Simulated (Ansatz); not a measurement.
The reference is HfC in the rock salt structure (space group Fm-3m, No. 225; a = 4.6071 Å; relaxed with 0.1 eV smearing). Axes: x, y, z lie along the cube axes.

Structures relaxed with Ansatz (a quantum-chemistry and plane-wave program) PBEsol, without spin-orbit coupling.

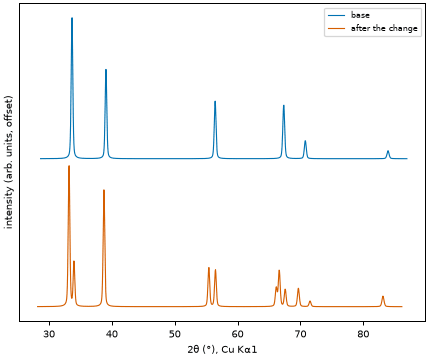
Figure: Simulated powder patterns before (top) and after one change

Q: What was done to the base?
A. biaxial strain +0.83 %, plane normal [111], relaxed out of plane
B. biaxial strain +1.67 %, plane normal [111], relaxed out of plane
C. biaxial strain +0.42 %, plane normal [111], relaxed out of plane
D. biaxial strain −0.42 %, plane normal [111], relaxed out of plane

A: B, biaxial strain +1.67 %, plane normal [111], relaxed out of plane. Its volume per atom is 12.52 Å³ against 12.22 Å³, and its space group is R-3m (No. 166).

Whether these cells are dynamically stable was not tested. The final runs are not spin-polarised.
